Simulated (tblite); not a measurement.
## Relaxed scan, with input and output: B₅H₈Br

System: B₅H₈Br (nido-B5H9 (Br for H, site a on B)).
Method: GFN2-xTB relaxed scan under a harmonic restraint, gas phase (tblite 0.8.0).

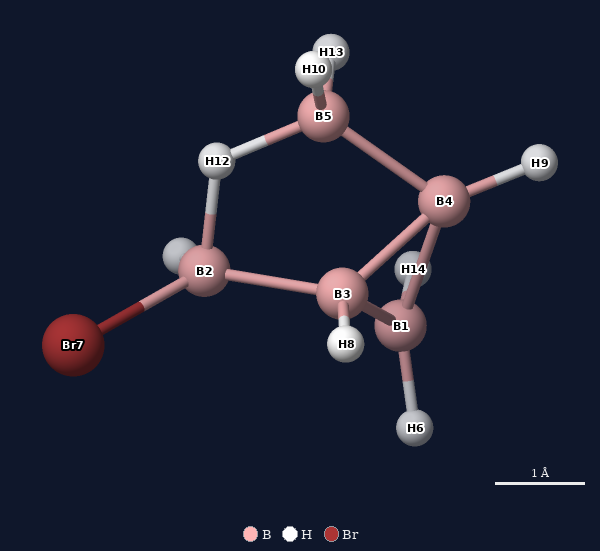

**Figure 1.** The structure (ball-and-stick view, seen at a tilt; atoms are numbered from 1 in the order of the input). Bond lengths as drawn: B–B 1.61 to 1.82 Å, B–Br 1.95 Å and B–H 1.16 to 1.33 Å.

## The input
```
{"job": {"xc": "GFN2-xTB", "basis": "xTB", "coordinate": [["d", [10, 0], 1], ["d", [10, 2], -1]], "kind": "drive"}, "charge": 0, "multiplicity": 1}
B     -1.560691     0.220495    -0.355993
B      0.307890     0.953051     0.999621
B     -0.407209    -0.553137     0.554203
B     -0.317495    -0.937470    -1.002781
B      1.281962    -0.488888    -0.531240
H     -2.601240     0.267466     0.180255
Br     0.731156     1.124307     2.890515
H     -0.495514    -1.373614     1.384723
H     -0.546479    -1.519914    -1.981712
H      2.135383    -1.254475    -0.274214
H      0.147658     2.008355     0.496697
H      1.388410     0.458316     0.392146
H      1.459818     0.187725    -1.490873
H     -1.494253     0.900276    -1.317971
```

The first line tells a small driver script what to run in tblite; the rest is the geometry in Å.

Hardware: 1 CPU thread, shared host.

Launched with:
```bash
OMP_NUM_THREADS=1 python <driver script> task.json out
```

## Output
```
point  coordinate     E/eV
  0      0.118     -388.79821
  1      0.248     -388.77145
  2      0.378     -388.73591
  3      0.507     -388.69105
  4      0.637     -388.63705
  5      0.766     -388.57327
  6      0.895     -388.49954
  7      1.026     -388.41657
```

## Results in brief

```csv
quantity,value
outcome,converged
wall time,1.4 s
peak memory,0.18 GiB
```
